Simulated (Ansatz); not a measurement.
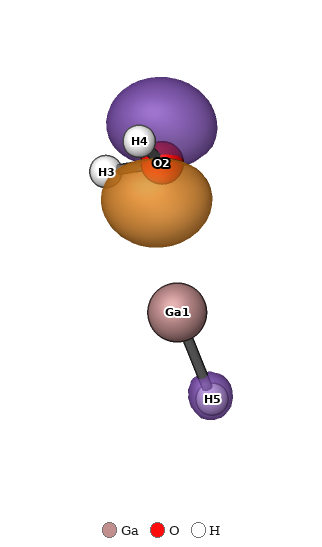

Figure 1: GaH···H2O. The HOMO−1 at ±0.2 Å⁻³ᐟ² (orange and purple are the two phases), seen at an oblique angle.

Not at a stationary point (largest force 1.0 eV/Å).

Theory: Ansatz 0.2.0, RKS PBE0/def2-mTZVP.

```xyz
5

Ga   -0.2751   -0.3631   -1.0269
O     1.2591    0.3107    1.4398
H     1.0141   -0.2897    2.1553
H     1.7860   -0.2497    0.8266
H    -1.7388    0.3104   -0.5664
```

Question: What is the character of this orbital?

Answer: It lies mainly on O2 (about 75 %) and Ga1 (about 10 %); largely a lone pair of O2. Its energy is −9.41 eV.
